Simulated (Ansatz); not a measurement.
The figure comes from a scan of Au (fcc, Cu type): the cell is scaled evenly about its relaxed volume V₀. Calculation: r2SCAN (plane waves to 500 eV, PAW, scalar-relativistic; Ansatz, a program for electronic structure). k mesh 20×20×20 (Γ-centred), Fermi-Dirac smearing 0.05 eV. The energy includes the smearing's −TS. Au was relaxed with its symmetry unable to fall. Spin-orbit coupling is left out, though Au is heavy. The zero of ΔE is the relaxed starting cell.

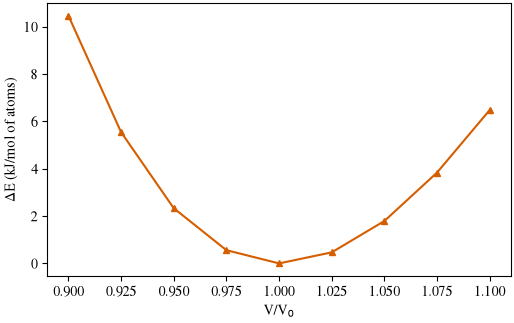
*ΔE (kJ/mol of atoms) against V/V₀; markers are the computed points, lines only join them.*

Turn the plot into a table (rounded to what can be read).

To the nearest 0.2:

```tsv
V/V₀	ΔE (kJ/mol of atoms)
0.900	10.4
0.925	5.6
0.950	2.4
0.975	0.6
1.000	0.0
1.025	0.4
1.050	1.8
1.075	3.8
1.100	6.4
```

(A scan under strain: stresses follow from slopes of the energy per volume, elastic moduli from its curvatures.)
